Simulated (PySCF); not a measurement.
```csv
atom,x (Å),y (Å),z (Å)
C,-1.2826,-1.0951,-0.3737
Si,-0.2751,0.2142,0.5732
C,1.5775,-0.2167,0.6666
N,-0.3727,1.6644,-0.3827
H,-2.3365,-0.8390,-0.4106
H,-0.9241,-1.1791,-1.3978
H,-1.1954,-2.0706,0.0938
H,2.0030,-0.2714,-0.3336
H,1.7334,-1.1751,1.1511
H,2.1334,0.5305,1.2240
H,0.2151,2.4472,-0.1468
H,-1.2748,1.9900,-0.6896
```

Geometry: GFN2-xTB.

Level of theory: PySCF 2.14.0, density-fitted response routines, UKS B3LYP, pcH-1 on C H N Si, non-relativistic, mean-field spin-orbit, GIAO.

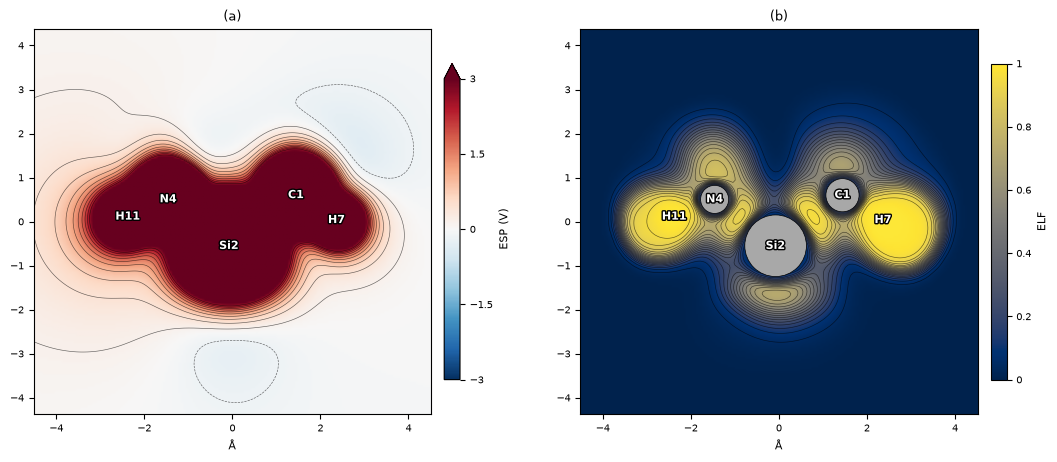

C2H8NSi (SMILES C[Si](C)N) (doublet). (a) electrostatic potential; (b) electron localisation function on the plane of atoms C1, Si2 and N4. Grey discs cover the atomic cores in the ELF map.

### Read the bonding off the picture.

The plane passes through C, Si, N and H nuclei.
Si–N (1.74 Å): the ELF peaks at about 0.90 between the atoms; a shared but strongly polarised pair.
C–Si (1.90 Å): the ELF peaks at about 0.95 between the atoms: a covalent bond.
N–H (1.01 Å): the ELF climbs to about 1 towards the hydrogen, as it does in any bond to H; an ordinary covalent bond to hydrogen.
C–H (1.09 Å): the ELF climbs to about 1 towards the hydrogen; an ordinary covalent bond to hydrogen.
Outside the dense part of the molecule the potential is most negative (−0.3 V) near C1.
